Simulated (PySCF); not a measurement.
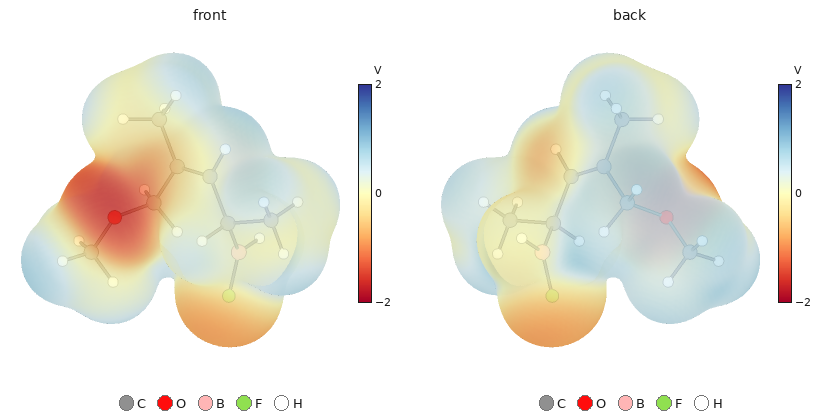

*C7H14BFO. The electrostatic potential painted on the density surface at 0.002 e/bohr³, seen from the front and from behind; the colour scale runs from red (negative) to blue (positive).*

Geometry: GFN2-xTB.

These are results of PySCF 2.14.0, PBE0/pcSseg-1, SCF density, gas phase, non-relativistic, not measurements.

```yaml
atoms:
  - { symbol: C, position_ang: [-3.1943, -0.4187, 0.1963] }
  - { symbol: O, position_ang: [-2.0669, 0.4133, 0.2578] }
  - { symbol: C, position_ang: [-1.1194, 0.1368, -0.7487] }
  - { symbol: C, position_ang: [0.0652, 1.0476, -0.5704] }
  - { symbol: C, position_ang: [-0.0762, 2.4009, -1.1982] }
  - { symbol: C, position_ang: [1.1271, 0.6843, 0.1381] }
  - { symbol: C, position_ang: [1.2976, -0.6328, 0.8470] }
  - { symbol: C, position_ang: [2.7467, -0.7764, 1.3474] }
  - { symbol: B, position_ang: [0.9312, -1.8929, -0.0567] }
  - { symbol: F, position_ang: [0.2889, -2.9123, 0.4848] }
  - { symbol: H, position_ang: [-2.9140, -1.4749, 0.2953] }
  - { symbol: H, position_ang: [-3.8366, -0.1340, 1.0273] }
  - { symbol: H, position_ang: [-3.7379, -0.2870, -0.7485] }
  - { symbol: H, position_ang: [-1.5725, 0.2776, -1.7436] }
  - { symbol: H, position_ang: [-0.7926, -0.9186, -0.6768] }
  - { symbol: H, position_ang: [0.7770, 3.0323, -0.9673] }
  - { symbol: H, position_ang: [-0.9820, 2.8787, -0.8281] }
  - { symbol: H, position_ang: [-0.1634, 2.3100, -2.2808] }
  - { symbol: H, position_ang: [1.9440, 1.3848, 0.2484] }
  - { symbol: H, position_ang: [0.6474, -0.6175, 1.7308] }
  - { symbol: H, position_ang: [3.4399, -0.7726, 0.5091] }
  - { symbol: H, position_ang: [2.9985, 0.0470, 2.0127] }
  - { symbol: H, position_ang: [2.8722, -1.7094, 1.8922] }
  - { symbol: H, position_ang: [1.3086, -2.0463, -1.1603] }
```

Where is the surface potential most negative and most positive?

The most negative region (about −1.6 V) lies over O2, the most positive (about +1.2 V) over B9. O2 is the likeliest acceptor of a hydrogen bond.

How polar is the molecule by this calculation?

Its dipole moment is 0.85 D.
